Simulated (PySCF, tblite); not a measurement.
# Ca15S15: electronic excitations

What do calculations give for the electronic excitations of Ca15S15?

Computed with tblite 0.8.0 and PySCF 2.14.0 and routines of our own; the level stands in each step. Atoms count from 0.

### Step 1. The system as given

30 atoms, charge 0, multiplicity 1; geometry from: force field, distance geometry or constructed start.

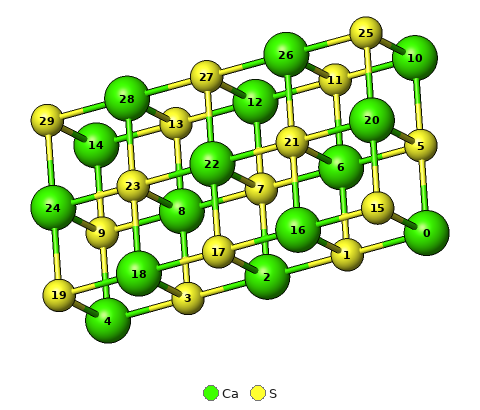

The starting geometry (calcium green, sulfur yellow); sticks join atoms by distance alone.

### Step 2. Relaxing the molecule with GFN2-xTB

Job settings and geometry (Å):

```
{"job": {"kind": "relax", "xc": "GFN2-xTB", "basis": "xTB"}, "charge": 0, "multiplicity": 1}
Ca    -1.374900    -2.761400    -5.520900
S     -1.383000    -2.757000    -2.766500
Ca    -1.374600    -2.761900     0.001000
S     -1.380500    -2.755200     2.753500
Ca    -1.380800    -2.760800     5.522700
S     -1.383100    -0.000500    -5.521900
Ca    -1.379700     0.001700    -2.762900
S     -1.376400     0.002700     0.001500
Ca    -1.377100    -0.002100     2.759300
S     -1.382600    -0.000800     5.520900
Ca    -1.381900     2.758400    -5.521400
S     -1.382300     2.757600    -2.759600
Ca    -1.383200     2.760300     0.005000
S     -1.377600     2.759000     2.757000
Ca    -1.382000     2.764700     5.519500
S      1.377900    -2.759000    -5.513000
Ca     1.380200    -2.757700    -2.758700
S      1.378700    -2.763000    -0.001000
Ca     1.379200    -2.757800     2.762200
S      1.382600    -2.758700     5.522000
Ca     1.377500     0.003800    -5.517800
S      1.378900     0.001500    -2.759800
Ca     1.383200     0.004600     0.006600
S      1.375600    -0.004300     2.758200
Ca     1.380300     0.002600     5.520200
S      1.373700     2.758700    -5.516800
Ca     1.380500     2.761900    -2.760300
S      1.379200     2.760200     0.001200
Ca     1.380400     2.760000     2.757700
S      1.380900     2.760000     5.522700
```

Command:

```console
OMP_NUM_THREADS=8 python large_run.py task.json out
```

This one command runs all jobs of the session in turn.

Output:

```text
step      E/eV     max force
  0   -1551.54326    0.631
  1   -1551.58440    0.601
  2   -1551.93328    0.265
  3   -1551.94110    0.207
  4   -1551.95594    0.124
  5   -1551.97841    0.117
  6   -1551.98972    0.112
  7   -1551.99355    0.089
  8   -1551.99501    0.071
  9   -1551.99653    0.060
 10   -1551.99925    0.058
 11   -1552.00210    0.053
 12   -1552.00366    0.047
 13   -1552.00418    0.042
 14   -1552.00461    0.039
 15   -1552.00549    0.037
 16   -1552.00697    0.044
 17   -1552.00866    0.036
 18   -1552.00971    0.035
 19   -1552.01010    0.032
 20   -1552.01036    0.029
 21   -1552.01079    0.023
 22   -1552.01133    0.019
```

It took 33 s on 8 threads of Intel Xeon 6975P-C, shared host; peak memory 0.16 GiB.

The steps of the relaxation:

| step | energy from step 0 (eV) | largest force (eV/Å) |
| --- | --- | --- |
| 0 | 0.0000 | 0.6310 |
| 1 | -0.0411 | 0.6015 |
| 2 | -0.3900 | 0.2652 |
| 3 | -0.3978 | 0.2070 |
| 4 | -0.4127 | 0.1240 |
| 5 | -0.4352 | 0.1171 |
| 6 | -0.4465 | 0.1123 |
| 7 | -0.4503 | 0.0893 |
| 8 | -0.4518 | 0.0702 |
| 9 | -0.4533 | 0.0602 |
| 10 | -0.4560 | 0.0581 |
| 11 | -0.4588 | 0.0526 |
| 12 | -0.4604 | 0.0463 |
| 13 | -0.4609 | 0.0420 |
| 14 | -0.4614 | 0.0388 |
| 15 | -0.4622 | 0.0367 |
| 16 | -0.4637 | 0.0431 |
| 17 | -0.4654 | 0.0366 |
| 18 | -0.4665 | 0.0344 |
| 19 | -0.4668 | 0.0322 |
| 20 | -0.4671 | 0.0286 |
| 21 | -0.4675 | 0.0229 |
| 22 | -0.4681 | 0.0192 |

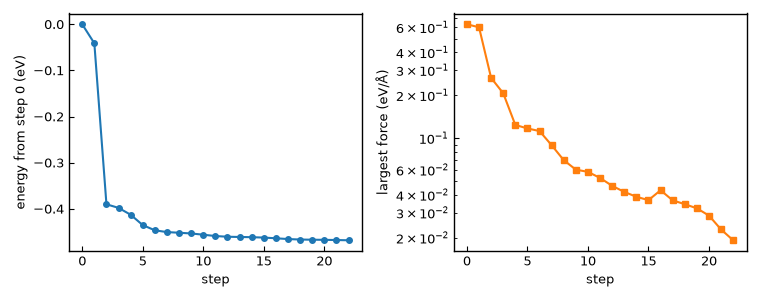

Energy and largest force along the relaxation.

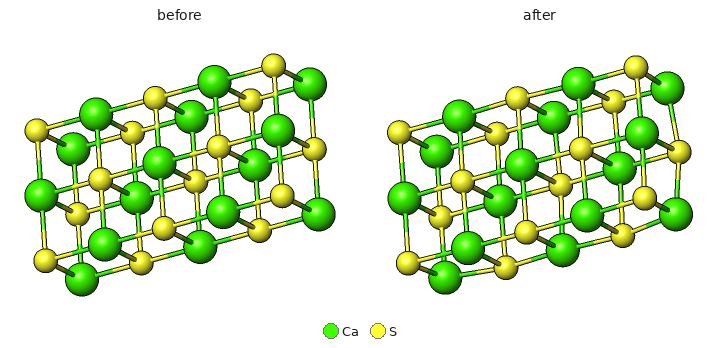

The geometry before (left) and after (right).

Close pairs (by a distance rule), those that changed most:

```
    bond  before (Å)  after (Å)  change (Å)
 S7–Ca22       2.760      2.964      +0.205
 Ca4–S19       2.763      2.614      -0.150
Ca14–S29       2.763      2.614      -0.149
Ca10–S25       2.756      2.614      -0.142
 Ca8–S23       2.753      2.895      +0.142
 Ca0–S15       2.753      2.614      -0.139
 Ca6–S21       2.759      2.895      +0.136
  S3–Ca4       2.769      2.673      -0.096
```

The end geometry stands in the next job.

### Step 3. Electronic excitations: TDA PBE0/def2-SVP

Job settings and geometry (Å):

```
{"job": {"kind": "uv", "basis": "def2-SVP", "grid": 1, "kgrid": 0, "vcut": 1.5, "nstates": 6, "ntriplets": 2, "tda": true, "delta": [], "pop": true, "xc": "PBE0"}, "charge": 0, "multiplicity": 1}
Ca    -1.192889    -2.672985    -5.380524
S     -1.462806    -2.836433    -2.725551
Ca    -1.341350    -2.810095     0.000072
S     -1.463345    -2.835768     2.727034
Ca    -1.194247    -2.672663     5.381422
S     -1.471376    -0.000052    -5.559224
Ca    -1.473530    -0.000162    -2.784501
S     -1.528961     0.000258     0.000326
Ca    -1.472918     0.000236     2.785096
S     -1.471178     0.000601     5.559902
Ca    -1.195668     2.673137    -5.380748
S     -1.465570     2.836227    -2.725739
Ca    -1.342228     2.810408    -0.000040
S     -1.463994     2.836582     2.726996
Ca    -1.194015     2.673697     5.381329
S      1.415332    -2.770585    -5.517766
Ca     1.328838    -2.791876    -2.777994
S      1.410849    -2.837002     0.000536
Ca     1.328635    -2.792216     2.778435
S      1.413838    -2.771208     5.518573
Ca     1.328681     0.001160    -5.534723
S      1.421195     0.001092    -2.766546
Ca     1.435386     0.000823    -0.000015
S      1.421809     0.000809     2.767517
Ca     1.328702     0.000666     5.535305
S      1.412324     2.773321    -5.517843
Ca     1.325968     2.794032    -2.777960
S      1.410180     2.838723     0.000318
Ca     1.327500     2.793757     2.778435
S      1.414025     2.772652     5.518379
```

Method: TDA PBE0/def2-SVP, vertical, gas phase, core orbitals frozen in the response, virtual orbitals cut by energy.

Output:

```text
start: PBE on a coarse grid of 57546 points
cycle   1  E = -16129.0764121355  dE =  3.210e+00  |g| = 1.406e+00  |ddm| = 1.056e+01
cycle   2  E = -16122.8402618900  dE =  6.236e+00  |g| = 4.325e+00  |ddm| = 8.779e+00
cycle   3  E = -16129.4368771344  dE = -6.597e+00  |g| = 9.323e-01  |ddm| = 7.280e+00
cycle   4  E = -16129.7552838862  dE = -3.184e-01  |g| = 3.204e-01  |ddm| = 2.209e+00
cycle   5  E = -16129.7842370233  dE = -2.895e-02  |g| = 1.290e-01  |ddm| = 6.120e-01
cycle   6  E = -16129.7903979836  dE = -6.161e-03  |g| = 4.386e-02  |ddm| = 3.033e-01
cycle   7  E = -16129.7910380864  dE = -6.401e-04  |g| = 1.596e-02  |ddm| = 9.360e-02
cycle   8  E = -16129.7911155631  dE = -7.748e-05  |g| = 5.529e-03  |ddm| = 3.409e-02
final grid: 189318 points
cycle   9  E = -16131.5444209054  dE = -2.264e-02  |g| = 1.139e-01  |ddm| = 6.252e-01
cycle  10  E = -16131.5426301074  dE =  1.791e-03  |g| = 1.314e-01  |ddm| = 4.554e-01
cycle  11  E = -16131.5486203159  dE = -5.990e-03  |g| = 1.200e-02  |ddm| = 2.361e-01
cycle  12  E = -16131.5486455158  dE = -2.520e-05  |g| = 4.420e-03  |ddm| = 2.509e-02
cycle  13  E = -16131.5486567396  dE = -1.122e-05  |g| = 7.611e-04  |ddm| = 7.395e-03
cycle  14  E = -16131.5486608176  dE = -4.078e-06  |g| = 3.323e-04  |ddm| = 2.007e-03
cycle  15  E = -16131.5486627220  dE = -1.904e-06  |g| = 7.006e-05  |ddm| = 7.344e-04
converged SCF energy = -16131.5486627220

Static polarisability (au): isotropic 672.623, principal 531.543 654.206 832.121

Singlet excitations
state   eV       nm        f      main configurations
  1   3.6881    336.2   0.08611   H-1->L 0.51, H-2->L+1 0.29
  2   3.6944    335.6   0.00044   H-2->L 0.42, H-1->L+1 0.37
  3   3.7024    334.9   0.09848   H->L 0.54, H-3->L+1 0.24
  4   3.7241    332.9   0.02018   H->L+1 0.39, H-3->L 0.35
  5   3.9429    314.4   0.01076   H-4->L 0.33, H-5->L+1 0.18, H->L+3 0.11
  6   3.9441    314.4   0.00262   H-5->L 0.35, H-4->L+1 0.16, H->L+2 0.11

Triplet excitations (Tamm-Dancoff, eV): 3.6281 3.6354
```

It took 77 s on 8 threads of Intel Xeon 6975P-C, shared host; peak memory 6.8 GiB.

The orbitals next to the gap, with their largest atomic shares:

| orbital | eV | atoms |
| --- | --- | --- |
| HOMO−4 | -5.91 | S19 17 %, S29 17 %, S25 9 % |
| HOMO−3 | -5.74 | S15 18 %, S25 18 %, S29 17 % |
| HOMO−2 | -5.67 | S25 19 %, S15 19 %, S19 18 % |
| HOMO−1 | -5.60 | S29 17 %, S19 16 %, S15 15 % |
| HOMO | -5.60 | S19 16 %, S29 16 %, S25 15 % |
| LUMO | -1.19 | Ca0 19 %, Ca10 19 %, Ca4 18 % |
| LUMO+1 | -1.10 | Ca4 22 %, Ca14 22 %, Ca0 21 % |
| LUMO+2 | -0.91 | Ca10 43 %, Ca0 43 % |
| LUMO+3 | -0.91 | Ca14 43 %, Ca4 43 % |

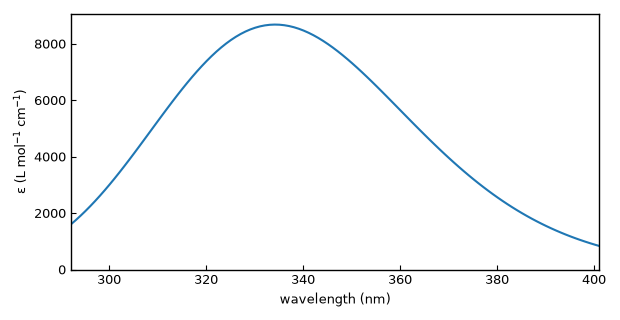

Absorption spectrum: each of the 6 states is a Gaussian band of 0.4 eV half-width at 1/e. Beyond the last state computed it falls off for lack of states.

Ground-state properties from the same run:

| property | computed |
| --- | --- |
| dipole moment (D) | 9.96 |
| polarisability (Å³) | 99.67 |
| HOMO–LUMO gap (eV) | 4.41 |
| −ε(HOMO) (eV) | 5.60 |

### Step 4. Results

```
                                quantity                        value
          lowest singlet (PBE0/def2-SVP)  3.69 eV (336 nm), f = 0.086
brightest single state of those computed  state 3, 3.70 eV, f = 0.098
                          lowest triplet                      3.63 eV
```

**Reading.** The lowest singlet, at 3.69 eV, is HOMO−1→LUMO 0.51, HOMO−2→LUMO+1 0.29 and is bright; of the 6 states computed, the strongest absorption comes from states 1 to 4 together at 3.70 eV. The lowest triplet lies 0.06 eV below the lowest singlet.
